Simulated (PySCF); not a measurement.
# C7H14O2Si: what the fields show

Input

```
{"job": {"kind": "nmr", "xc": "PBE0", "basis": "pcSseg-1"}, "charge": 0, "multiplicity": 1}
C      3.302330     0.094314    -1.688076
C      2.334613    -0.119645    -0.530199
C      0.925367     0.348541    -0.875622
Si    -0.254543     0.129643     0.584827
C     -0.736568    -1.657362     1.144967
C     -2.229243    -1.286408     1.109109
C     -2.132709    -0.064477     0.194033
O     -2.981279     1.030249     0.565626
C     -2.400412     2.192029     0.576546
O     -1.243658     2.416927     0.317139
H      4.298605    -0.257216    -1.429203
H      2.966589    -0.446697    -2.570302
H      3.365132     1.151090    -1.937985
H      2.310432    -1.178616    -0.267293
H      2.690930     0.425644     0.344612
H      0.572634    -0.206872    -1.746424
H      0.959193     1.399049    -1.160177
H      0.117739     0.872985     1.790368
H     -0.400565    -2.025195     2.110449
H     -0.512849    -2.427024     0.408970
H     -2.573383    -0.971673     2.093147
H     -2.892325    -2.070744     0.746565
H     -2.384759    -0.310831    -0.840134
H     -3.113005     2.982052     0.860823
```

Run with:

```sh
OMP_NUM_THREADS=1 python probes_run.py task.json out
```

Geometry: GFN2-xTB.

These are results of PBE0/pcSseg-1, SCF density, gas phase, non-relativistic (PySCF), not measurements.

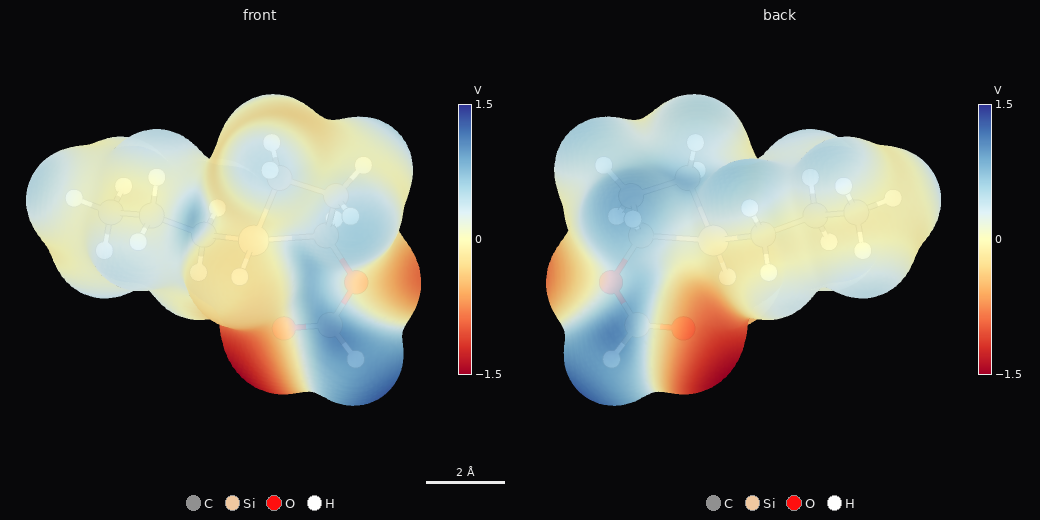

Figure 1. The molecular electrostatic potential painted on the density surface at 0.002 e/bohr³, seen from the front and from behind; red is negative and blue positive.

Question: Which sites attract a positive test charge, and which a negative one?

Answer: A positive charge is drawn to the negative regions and a negative charge to the positive ones. The most negative region (about −1.5 V) lies over O10, the most positive (about +1.2 V) over H24. O10 is the likeliest acceptor of a hydrogen bond.

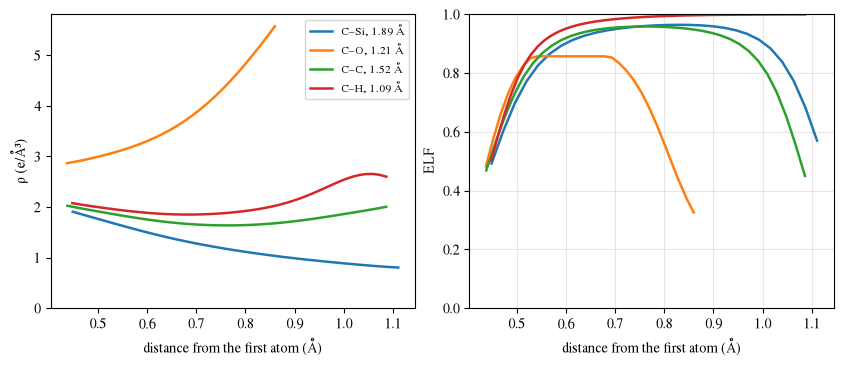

Figure 2. Electron density and electron localisation function along straight lines between neighbouring atoms. The curves leave out the atomic cores.

Question: What kind of bonding do the profiles show?

Answer: C–Si (1.89 Å): the density is about 0.94 e/Å³ at the midpoint; the ELF peaks at about 0.95 between the atoms: a shared electron pair.
C–O (1.21 Å): the density is about 3.3 e/Å³ at the midpoint; the ELF peaks at about 0.85 between the atoms (a multiple bond).
C–C (1.52 Å): ρ is about 1.6 e/Å³ halfway; the ELF peaks at about 0.95 between the atoms: a shared electron pair.
C–H (1.09 Å): ρ at the midpoint is about 1.9 e/Å³; the ELF climbs to about 1 towards the hydrogen, as it does in any bond to H (a covalent bond by its length).
